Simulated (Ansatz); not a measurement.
# Molecular dynamics of C2H9NOSi (part 3 of 3)

Continued. System: C2H9NOSi, SMILES CN([SiH3])CO. Method: RKS PBE-d4/6-31G* (Ansatz 0.2.0). The geometry comes from this level: PBE0-D4/def2-TZVP.

Geometry of the input (Å):
```
C  -1.3671  0.5205  0.3998
N  -0.0732  -0.0359  0.0549
Si 0.1992  -1.7345  0.1194
C  0.7697  0.8368  -0.7055
O  1.2099  1.9523  0.0326
H  -1.2448  1.4972  0.8740
H  -1.8835  -0.1327  1.1064
H  -2.0126  0.6467  -0.4805
H  1.6671  -1.9543  0.0431
H  -0.4420  -2.5158  -0.9812
H  -0.3528  -2.2509  1.3999
H  1.6201  0.2558  -1.0858
H  0.2377  1.2676  -1.5632
H  1.6596  1.6182  0.8150
```

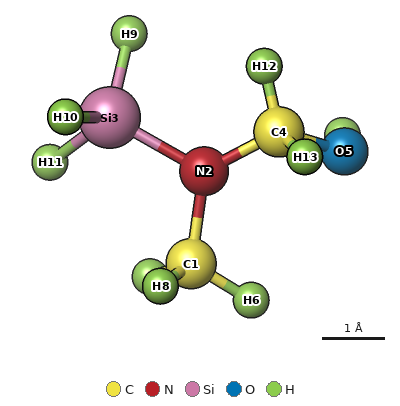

*The geometry at step 24 of the log (ball-and-stick view, seen on its broad side; atoms are numbered from 1 in the order of the input).*

### Trajectory as extended XYZ, continued
```
14
Properties=species:S:1:pos:R:3:forces:R:3 step=18 time_fs=18.0 energy=-13622.37711 temperature=784.4
C    -1.4094    0.4307    0.4929   -0.2153   0.4986  -1.2719
N    -0.0510   -0.0001    0.0082   -1.0998  -0.3336   0.6583
Si    0.1662   -1.7157    0.1347   -0.1473   0.1816  -3.2219
C     0.8477    0.7990   -0.7441    2.2376   1.4218   0.0293
O     1.2124    1.9963    0.0332   -1.0356   0.3101  -2.2739
H    -1.5041    1.5372    0.5928    0.9516  -0.2913   1.3418
H    -1.6521   -0.2555    1.3702   -0.0974   1.3533  -0.6752
H    -2.2549    0.4281   -0.2706    0.6156  -1.3278   0.0739
H     1.5831   -2.0308    0.1285    0.9273  -0.1934   0.1668
H    -0.4103   -2.2532   -1.2153    0.3033  -0.2448   0.7297
H    -0.5459   -2.3889    1.1596   -0.8017  -0.4435   1.4458
H     1.8134    0.2673   -1.0899   -0.9567  -0.3412   1.2437
H     0.6421    1.1882   -1.7767   -1.3229   0.2392   0.6652
H     1.7203    1.7380    0.7933    0.6413  -0.8290   1.0884
14
Properties=species:S:1:pos:R:3:forces:R:3 step=19 time_fs=19.0 energy=-13622.45233 temperature=830.4
C    -1.4120    0.4361    0.4966    0.3175  -1.7044  -1.2671
N    -0.0468    0.0038    0.0053   -1.3700  -0.6563   0.8695
Si    0.1652   -1.7184    0.1305   -0.3944   0.1046  -3.3201
C     0.8525    0.8043   -0.7337    2.0130   1.3469   0.1554
O     1.2111    1.9901    0.0234   -0.2982   0.5395  -0.9822
H    -1.5169    1.4792    0.5922    0.8278   1.9095   1.5067
H    -1.6506   -0.2375    1.3817   -0.0599   1.2481  -0.6691
H    -2.2379    0.3939   -0.2594    0.2468  -1.2701  -0.2108
H     1.5888   -2.0156    0.1879    0.8253  -0.2252   0.0490
H    -0.4405   -2.2898   -1.2558    0.5888  -0.0016   1.2408
H    -0.5451   -2.3686    1.1841   -0.7311  -0.3576   1.2279
H     1.8007    0.2717   -1.0716   -0.6494  -0.4986   1.0250
H     0.6356    1.2159   -1.7422   -1.3168   0.1981   0.2652
H     1.7238    1.7738    0.8214    0.0008  -0.6331   0.1098
14
Properties=species:S:1:pos:R:3:forces:R:3 step=20 time_fs=20.0 energy=-13622.46605 temperature=845.7
C    -1.4143    0.4402    0.4992    0.9330  -3.5587  -1.4201
N    -0.0435    0.0071    0.0030   -1.5777  -0.9299   1.0793
Si    0.1640   -1.7210    0.1251   -0.5093  -0.0880  -2.9205
C     0.8589    0.8106   -0.7232    1.4446   1.2348   0.2883
O     1.2096    1.9842    0.0130    0.4821   0.9117   0.4414
H    -1.5217    1.4395    0.6060    0.5921   3.8757   1.5317
H    -1.6496   -0.2075    1.3868   -0.0521   0.9109  -0.4163
H    -2.2184    0.3476   -0.2503   -0.1027  -1.0857  -0.4514
H     1.6024   -2.0025    0.2477    0.5221  -0.2156  -0.0837
H    -0.4651   -2.3264   -1.2845    0.7765   0.1694   1.5375
H    -0.5512   -2.3518    1.2203   -0.4976  -0.1479   0.7583
H     1.7818    0.2714   -1.0436   -0.1738  -0.6873   0.6783
H     0.6165    1.2454   -1.7053   -1.2169   0.1107  -0.1156
H     1.7272    1.8035    0.8505   -0.6202  -0.5002  -0.9072
14
Properties=species:S:1:pos:R:3:forces:R:3 step=21 time_fs=21.0 energy=-13622.55401 temperature=901.7
C    -1.4159    0.4414    0.5007    1.3094  -3.3627  -1.6473
N    -0.0414    0.0098    0.0014   -1.7057  -1.1484   1.2834
Si    0.1626   -1.7237    0.1188   -0.5027  -0.3026  -2.2147
C     0.8664    0.8180   -0.7124    0.6039   1.1118   0.2816
O     1.2084    1.9789    0.0028    1.0346   1.4511   1.5356
H    -1.5208    1.4369    0.6345    0.4507   3.8759   1.2371
H    -1.6491   -0.1688    1.3879   -0.0731   0.3750   0.0744
H    -2.2000    0.2909   -0.2454   -0.3261  -0.7662  -0.5390
H     1.6210   -1.9914    0.3067    0.1105  -0.1864  -0.2403
H    -0.4822   -2.3614   -1.2985    0.8870   0.2857   1.6738
H    -0.5621   -2.3364    1.2638   -0.2018   0.0852   0.1813
H     1.7612    0.2645   -1.0091    0.3721  -0.8659   0.2598
H     0.5857    1.2759   -1.6694   -1.0034  -0.0693  -0.3666
H     1.7246    1.8285    0.8710   -0.9553  -0.4833  -1.5190
14
Properties=species:S:1:pos:R:3:forces:R:3 step=22 time_fs=22.0 energy=-13622.69715 temperature=985.4
C    -1.4164    0.4398    0.5009    1.3524  -1.2322  -1.7958
N    -0.0404    0.0117    0.0007   -1.7512  -1.3042   1.4730
Si    0.1611   -1.7264    0.1117   -0.4117  -0.4606  -1.3947
C     0.8744    0.8262   -0.7015   -0.3104   0.9192   0.0205
O     1.2078    1.9744   -0.0064    1.3155   2.0766   2.1694
H    -1.5156    1.4714    0.6748    0.4340   1.9050   0.5517
H    -1.6494   -0.1266    1.3897   -0.1073  -0.2210   0.6770
H    -2.1846    0.2268   -0.2457   -0.3719  -0.3317  -0.4207
H     1.6406   -1.9822    0.3634   -0.3028  -0.1570  -0.4131
H    -0.4908   -2.3937   -1.2964    0.9380   0.3612   1.6918
H    -0.5750   -2.3202    1.3091    0.0689   0.2673  -0.3650
H     1.7442    0.2493   -0.9720    0.7884  -0.9315  -0.1326
H     0.5453    1.3059   -1.6370   -0.6702  -0.3564  -0.4405
H     1.7130    1.8488    0.8769   -0.9715  -0.5346  -1.6210
14
Properties=species:S:1:pos:R:3:forces:R:3 step=23 time_fs=23.0 energy=-13622.71001 temperature=993.6
C    -1.4159    0.4373    0.4996    1.2032   0.8663  -1.7750
N    -0.0406    0.0128    0.0011   -1.7188  -1.3814   1.6322
Si    0.1594   -1.7293    0.1041   -0.2767  -0.5242  -0.5772
C     0.8822    0.8352   -0.6905   -1.0529   0.5142  -0.4978
O     1.2080    1.9712   -0.0143    1.3276   2.7088   2.2884
H    -1.5063    1.5241    0.7204    0.3926  -0.2688  -0.2680
H    -1.6506   -0.0864    1.3980   -0.1059  -0.6454   1.0935
H    -2.1729    0.1596   -0.2501   -0.2710   0.1667  -0.1329
H     1.6574   -1.9745    0.4161   -0.6432  -0.1372  -0.5848
H    -0.4904   -2.4225   -1.2781    0.9375   0.3997   1.6101
H    -0.5872   -2.3015    1.3508    0.2708   0.3708  -0.8029
H     1.7347    0.2252   -0.9363    0.8725  -0.7563  -0.4076
H     0.4985    1.3324   -1.6089   -0.2467  -0.7027  -0.3857
H     1.6920    1.8640    0.8673   -0.6892  -0.6106  -1.1924
14
Properties=species:S:1:pos:R:3:forces:R:3 step=24 time_fs=24.0 energy=-13622.56183 temperature=901.6
C    -1.4144    0.4355    0.4969    0.9452   1.8641  -1.4355
N    -0.0420    0.0128    0.0025   -1.6070  -1.3743   1.7398
Si    0.1576   -1.7324    0.0963   -0.1174  -0.4794   0.2085
C     0.8891    0.8446   -0.6799   -1.5231  -0.1830  -1.1487
O     1.2090    1.9697   -0.0208    1.0729   3.2897   1.8387
H    -1.4932    1.5743    0.7635    0.2851  -1.6719  -0.9540
H    -1.6529   -0.0524    1.4168   -0.0162  -0.7458   1.0255
H    -2.1637    0.0940   -0.2557   -0.1141   0.6610   0.2197
H     1.6680   -1.9680    0.4633   -0.8781  -0.1289  -0.7390
H    -0.4811   -2.4474   -1.2444    0.8802   0.3893   1.4165
H    -0.5968   -2.2791    1.3849    0.3965   0.4002  -1.1101
H     1.7336    0.1938   -0.9044    0.6067  -0.3119  -0.5457
H     0.4494    1.3521   -1.5844    0.2047  -1.0187  -0.2970
H     1.6644    1.8733    0.8463   -0.1354  -0.6904  -0.2188
14
Properties=species:S:1:pos:R:3:forces:R:3 step=25 time_fs=25.0 energy=-13622.32743 temperature=754.6
C    -1.4121    0.4352    0.4930    0.6406   1.9217  -0.7374
N    -0.0445    0.0120    0.0052   -1.4150  -1.2972   1.7789
Si    0.1558   -1.7357    0.0885    0.0728  -0.3104   0.9907
C     0.8948    0.8539   -0.6702   -1.8082  -1.0814  -1.7602
O     1.2107    1.9701   -0.0262    0.6579   3.7710   0.9730
H    -1.4774    1.6084    0.7974    0.1494  -2.3292  -1.4306
H    -1.6554   -0.0255    1.4454    0.1502  -0.5903   0.4762
H    -2.1556    0.0347   -0.2592    0.0090   1.0881   0.5277
H     1.6702   -1.9628    0.5033   -1.0005  -0.1310  -0.8633
H    -0.4633   -2.4687   -1.1971    0.7478   0.3003   1.0732
H    -0.6026   -2.2530    1.4083    0.4532   0.3706  -1.2909
H     1.7383    0.1594   -0.8778    0.1748   0.2725  -0.5941
H     0.4022    1.3622   -1.5628    0.6178  -1.2245  -0.2455
H     1.6356    1.8760    0.8232    0.5503  -0.7601   1.1022
14
Properties=species:S:1:pos:R:3:forces:R:3 step=26 time_fs=26.0 energy=-13622.11352 temperature=621.5
C    -1.4093    0.4364    0.4886    0.3829   1.5225   0.1148
N    -0.0480    0.0102    0.0090   -1.1519  -1.1780   1.7445
Si    0.1540   -1.7391    0.0812    0.3136   0.0122   1.8114
C     0.8991    0.8622   -0.6619   -2.0194  -1.9971  -2.2003
O     1.2127    1.9728   -0.0311    0.4210   4.0786   0.3712
H    -1.4601    1.6203    0.8176    0.0141  -2.4783  -1.7200
H    -1.6563   -0.0043    1.4786    0.3210  -0.3680  -0.2565
H    -2.1474   -0.0142   -0.2577    0.0487   1.4050   0.7230
H     1.6627   -1.9589    0.5351   -1.0107  -0.1420  -0.9483
H    -0.4384   -2.4870   -1.1396    0.5172   0.0884   0.5337
H    -0.6040   -2.2233    1.4194    0.4474   0.2959  -1.3520
H     1.7446    0.1277   -0.8569   -0.2198   0.8156  -0.6057
H     0.3609    1.3605   -1.5435    0.9446  -1.2792  -0.2586
H     1.6120    1.8715    0.8106    0.9915  -0.7756   2.0430
14
Properties=species:S:1:pos:R:3:forces:R:3 step=27 time_fs=27.0 energy=-13622.03046 temperature=567.6
C    -1.4062    0.4389    0.4842    0.2404   0.9546   0.8679
N    -0.0523    0.0076    0.0141   -0.8336  -1.0464   1.6405
Si    0.1523   -1.7425    0.0744    0.6108   0.5159   2.6722
C     0.9017    0.8690   -0.6554   -2.1790  -2.7635  -2.3973
O     1.2151    1.9779   -0.0357    0.6657   4.0933   0.8040
H    -1.4427    1.6084    0.8213   -0.1125  -2.2378  -1.8422
H    -1.6543    0.0133    1.5093    0.4336  -0.2097  -0.8734
H    -2.1388   -0.0496   -0.2492   -0.0087   1.5877   0.7772
H     1.6457   -1.9563    0.5579   -0.9055  -0.1609  -0.9848
H    -0.4085   -2.5045   -1.0769    0.1806  -0.2835  -0.2151
H    -0.6012   -2.1907    1.4175    0.3796   0.1854  -1.2923
H     1.7489    0.1038   -0.8417   -0.4758   1.1996  -0.6069
H     0.3286    1.3465   -1.5268    1.1554  -1.1799  -0.3401
H     1.5979    1.8595    0.8177    0.8490  -0.6549   1.7903
14
Properties=species:S:1:pos:R:3:forces:R:3 step=28 time_fs=28.0 energy=-13622.07496 temperature=592.4
C    -1.4029    0.4421    0.4806    0.2301   0.2143   1.3654
N    -0.0571    0.0043    0.0203   -0.4740  -0.9212   1.4744
Si    0.1508   -1.7456    0.0686    0.9168   1.1688   3.4612
C     0.9026    0.8736   -0.6509   -2.2515  -3.2567  -2.3254
O     1.2178    1.9855   -0.0398    1.1817   3.7456   2.0113
H    -1.4264    1.5752    0.8075   -0.2283  -1.5499  -1.7758
H    -1.6480    0.0290    1.5316    0.4689  -0.1437  -1.2336
H    -2.1302   -0.0699   -0.2333   -0.1615   1.6210   0.6813
H     1.6199   -1.9553    0.5712   -0.6766  -0.1869  -0.9632
H    -0.3769   -2.5248   -1.0163   -0.2178  -0.7908  -1.0813
H    -0.5948   -2.1564    1.4032    0.2447   0.0444  -1.1024
H     1.7486    0.0913   -0.8324   -0.5739   1.3843  -0.6023
H     0.3075    1.3213   -1.5132    1.2311  -0.9479  -0.4887
H     1.5919    1.8413    0.8418    0.3104  -0.3815   0.5790
14
Properties=species:S:1:pos:R:3:forces:R:3 step=29 time_fs=29.0 energy=-13622.16293 temperature=646.6
C    -1.3995    0.4455    0.4780    0.3375  -0.9047   1.5321
N    -0.0623    0.0004    0.0276   -0.0840  -0.8061   1.2526
Si    0.1496   -1.7484    0.0639    1.1043   1.8063   3.9061
C     0.9017    0.8755   -0.6482   -2.2182  -3.3980  -2.0033
O     1.2212    1.9954   -0.0427    1.5407   3.0917   3.0903
H    -1.4123    1.5270    0.7766   -0.3251  -0.2204  -1.4701
H    -1.6373    0.0433    1.5421    0.4348  -0.1435  -1.3155
H    -2.1232   -0.0746   -0.2109   -0.4030   1.4932   0.4349
H     1.5877   -1.9560    0.5752   -0.3160  -0.2194  -0.8751
H    -0.3474   -2.5525   -0.9661   -0.5559  -1.2752  -1.8145
H    -0.5860   -2.1217    1.3784    0.0350  -0.1227  -0.7708
H     1.7428    0.0921   -0.8288   -0.5173   1.3640  -0.5881
H     0.2981    1.2870   -1.5044    1.1631  -0.6187  -0.6994
H     1.5889    1.8194    0.8715   -0.1959  -0.0464  -0.6792
14
Properties=species:S:1:pos:R:3:forces:R:3 step=30 time_fs=30.0 energy=-13622.23712 temperature=694.1
C    -1.3957    0.4482    0.4767    0.5277  -2.5170   1.3855
N    -0.0676   -0.0041    0.0356    0.3257  -0.6930   0.9774
Si    0.1488   -1.7506    0.0606    1.0247   2.1472   3.6885
C     0.8989    0.8747   -0.6471   -2.1246  -3.1601  -1.5021
O     1.2256    2.0071   -0.0437    1.5739   2.2489   3.5746
H    -1.4013    1.4768    0.7316   -0.3835   1.8182  -0.9459
H    -1.6225    0.0562    1.5401    0.3441  -0.1710  -1.1380
H    -2.1201   -0.0650   -0.1843   -0.7142   1.2065   0.0561
H     1.5524   -1.9589    0.5709    0.1700  -0.2579  -0.7196
H    -0.3232   -2.5925   -0.9332   -0.6834  -1.4642  -2.0987
H    -0.5768   -2.0881    1.3462   -0.2506  -0.3094  -0.2991
H     1.7321    0.1060   -0.8309   -0.2983   1.1344  -0.5604
H     0.2998    1.2467   -1.5022    0.9666  -0.2392  -0.9444
H     1.5840    1.7971    0.8947   -0.4782   0.2566  -1.4740
```
